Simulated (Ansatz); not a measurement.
Fields on a plane of CdO (rock salt)

```
CELL_PARAMETERS angstrom
      0.00000     2.34515     2.34515
      2.34515     0.00000     2.34515
      2.34515     2.34515     0.00000
ATOMIC_POSITIONS crystal
  O  0.00000 0.00000 0.00000
  Cd 0.50000 0.50000 0.50000
```

The slice is a {111} plane (indices of the conventional cell) through the point (0.000, 0.000, 0.000) (fractional), spanned by u = [100] and v = [-1 2 0] in vectors of this cell: u (3.32 Å) and v (5.74 Å, at 90° to u). It covers one period; positions are fractions (u, v).

Atoms on it: O at (0.00, 0.00); O at (0.50, 0.50).

Method: PBEsol (plane waves to 420 eV, PAW, scalar-relativistic; Ansatz, an electronic-structure program). k mesh 12×12×12. Inside the PAW spheres the values are not all-electron values, and peaks at nuclei hang on which shells count as valence. CdO was relaxed with its symmetry unable to fall.

```tsv
v \ u	0.00	0.17	0.33	0.50	0.67	0.83
0.90	x	x	6.8	5.5	6.8	x
0.80	7.1	7.1	6.1	5.0	6.0	7.1
0.70	5.0	6.1	7.1	7.1	7.1	6.0
0.60	5.5	6.8	x	x	x	6.8
0.50	6.7	7.5	x	x	x	7.5
0.40	5.5	6.8	x	x	x	6.8
0.30	5.0	6.0	7.1	7.1	7.1	6.1
0.20	7.1	7.1	6.0	5.0	6.1	7.1
0.10	x	x	6.8	5.5	6.8	x
0.00	x	x	7.5	6.7	7.5	x
```

Values: electrostatic potential energy of an electron, from the cell's mean, in eV. Points within 1 Å of a nucleus are blanked (x), as the pseudised field means little there. The zero, the cell's mean, hangs on the PAW cores.

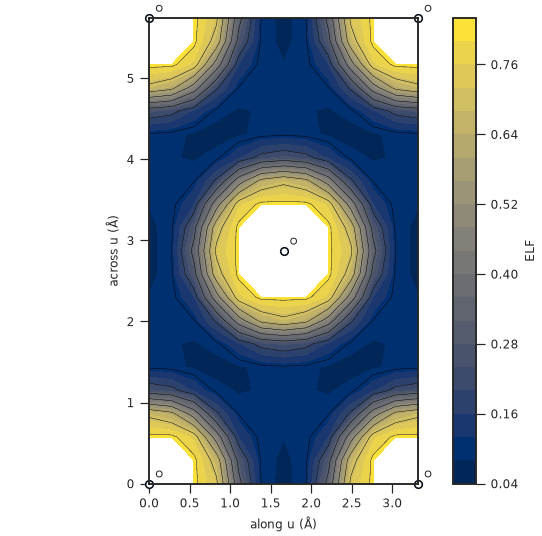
Figure: Electron localisation function (ELF), one period of the plane, atoms marked. Points within 0.5 Å of a nucleus are left white, as the pseudised field means little there.
